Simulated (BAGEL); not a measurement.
**H3O+ (SMILES [OH3+]) at HF/3-21G (density fitting with qzvpp-jkfit)**

What is the energy change on altering one bond length of H3O+ at HF/3-21G (density fitting with qzvpp-jkfit)? 

The results are computed with BAGEL 1.2.2.

## Step 1: The structure to begin with

H3O+ has 4 atoms, charge +1, and is taken as a singlet. SMILES: `[OH3+]`. The coordinates come from a GFN2-xTB relaxation.

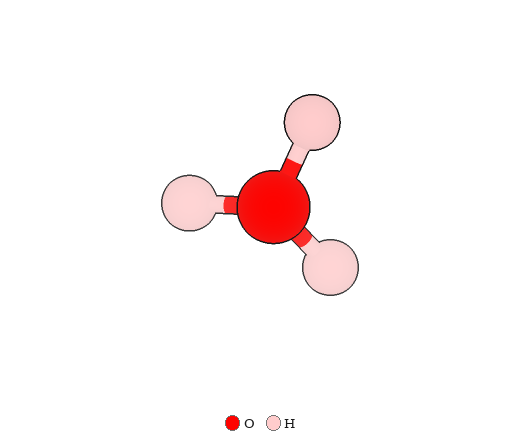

Viewed from a chosen angle; oxygen red, hydrogen pink.

## Step 2: The energy at HF/3-21G (density fitting with qzvpp-jkfit)

Contents of calc.json:

```json
{ "bagel": [

{
  "title": "molecule",
  "basis": "3-21g",
  "df_basis": "qzvpp-jkfit",
  "angstrom": "true",
  "geometry": [
    { "atom": "O", "xyz": [    0.196050,   -0.061020,   -0.056900 ] },
    { "atom": "H", "xyz": [    0.214230,    0.919440,    0.016470 ] },
    { "atom": "H", "xyz": [   -0.413410,   -0.366620,   -0.765680 ] },
    { "atom": "H", "xyz": [    0.003130,   -0.491800,    0.806120 ] }
  ]
},
{
  "title": "hf",
  "charge": 1
},
{
  "title": "print",
  "file": "orbitals.molden",
  "orbitals": "true"
}

]}
```

Launch:

```console
$ BAGEL_NUM_THREADS=1 BAGEL calc.json > calc.out
```

The log of the run:

```text
* using 1 threads per process

  ===============================================================
  ===============================================================

  *** Geometry ***

  { "atom" : "O", "xyz" : [      0.370481,     -0.115311,     -0.107525 ] },
  { "atom" : "H", "xyz" : [      0.404836,      1.737490,      0.031124 ] },
  { "atom" : "H", "xyz" : [     -0.781232,     -0.692811,     -1.446925 ] },
  { "atom" : "H", "xyz" : [      0.005915,     -0.929367,      1.523346 ] },

  Number of auxiliary basis functions:      131

  Since a DF basis is specified, we compute 2- and 3-index integrals:
    o Being stored without compression. Storage requirement is 0.000 GB

  Number of basis functions:       15
  Number of electrons      :       11

    * METHOD: MOLECULE                             0.01

  *** RHF ***

  === Nuclear Repulsion ===
    13.8867713276

      * DIIS with orbital gradients will be used.

  === RHF iteration (3-21g) ===
      0        -75.85294155          0.04060969           0.00
      1        -75.88045715          0.01605918           0.00
      2        -75.88391693          0.00340589           0.00
      3        -75.88413252          0.00029439           0.00
      4        -75.88413618          0.00006014           0.00
      5        -75.88413635          0.00000953           0.00
      6        -75.88413635          0.00000093           0.00
      7        -75.88413635          0.00000014           0.00
      8        -75.88413635          0.00000002           0.00
      9        -75.88413635          0.00000001           0.00
    * SCF iteration converged.

    * Permanent dipole moment:
           (    0.750644,    -0.233672,    -0.217843) a.u.

    * METHOD: HF                                   0.02

    * METHOD: PRINT                                0.00

  ===============================================================
```

Run time: 0.36 s. Hardware: 1 thread of Intel Xeon 6975P-C (Granite Rapids), shared host; peak memory 0.08 GiB.

## Step 3: The distorted shape, same level

Contents of job.json:

```json
{ "bagel" : [

{
  "title" : "molecule",
  "basis" : "3-21g",
  "df_basis" : "qzvpp-jkfit",
  "angstrom" : true,
  "geometry" : [
    { "atom" : "O", "xyz" : [       0.287479,      -0.015175,       0.049429 ] },
    { "atom" : "H", "xyz" : [       0.305659,       0.965285,       0.122799 ] },
    { "atom" : "H", "xyz" : [      -0.413410,      -0.366620,      -0.765680 ] },
    { "atom" : "H", "xyz" : [       0.094559,      -0.445955,       0.912449 ] }
  ]
},

{ "title" : "hf", "charge" : 1 },

{ "title" : "print", "file" : "orbitals.molden", "orbitals" : true }

]}
```

Launch:

```console
$ BAGEL_NUM_THREADS=1 BAGEL job.json > job.out
```

The log of the run:

```text
* using 1 threads per process

  ===============================================================
  ===============================================================

  *** Geometry ***

  { "atom" : "O", "xyz" : [      0.543257,     -0.028677,      0.093407 ] },
  { "atom" : "H", "xyz" : [      0.577612,      1.824124,      0.232056 ] },
  { "atom" : "H", "xyz" : [     -0.781232,     -0.692811,     -1.446925 ] },
  { "atom" : "H", "xyz" : [      0.178691,     -0.842733,      1.724279 ] },

  Number of auxiliary basis functions:      131

  Since a DF basis is specified, we compute 2- and 3-index integrals:
    o Being stored without compression. Storage requirement is 0.000 GB

  Number of basis functions:       15
  Number of electrons      :       11

    * METHOD: MOLECULE                             0.01

  *** RHF ***

  === Nuclear Repulsion ===
    13.2793016152

      * DIIS with orbital gradients will be used.

  === RHF iteration (3-21g) ===
      0        -75.83965560          0.04119109           0.00
      1        -75.86622964          0.01784822           0.00
      2        -75.87042453          0.00342055           0.00
      3        -75.87066284          0.00036672           0.00
      4        -75.87066874          0.00006985           0.00
      5        -75.87066898          0.00001320           0.00
      6        -75.87066899          0.00000176           0.00
      7        -75.87066899          0.00000049           0.00
      8        -75.87066899          0.00000012           0.00
      9        -75.87066899          0.00000004           0.00
     10        -75.87066899          0.00000001           0.00
    * SCF iteration converged.

    * Permanent dipole moment:
           (    0.844287,    -0.180793,    -0.098343) a.u.

    * METHOD: HF                                   0.02

    * METHOD: PRINT                                0.00

  ===============================================================
```

Run time: 0.34 s. Hardware: 1 thread of Intel Xeon 6975P-C (Granite Rapids), shared host; peak memory 0.08 GiB.

## Step 4: Outcome

Level: HF/3-21G (density fitting with qzvpp-jkfit).

```
                                                         quantity         value
                                        first shape: total energy  -75.88414 Eh
                                         first shape: HOMO energy     -25.74 eV
                                         first shape: LUMO energy      -2.43 eV
                                       first shape: HOMO–LUMO gap      23.31 eV
                                    distorted shape: total energy  -75.87067 Eh
                                     distorted shape: HOMO energy     -25.21 eV
                                     distorted shape: LUMO energy      -3.21 eV
                                   distorted shape: HOMO–LUMO gap      22.00 eV
energy change with the O1–H3 bond stretched from 0.983 to 1.131 Å      0.366 eV
```

What this shows: With the O1–H3 bond stretched from 0.983 to 1.131 Å the energy rises by 0.37 eV (35.4 kJ/mol). The first shape isn't relaxed at this level, so the change isn't measured from a minimum.
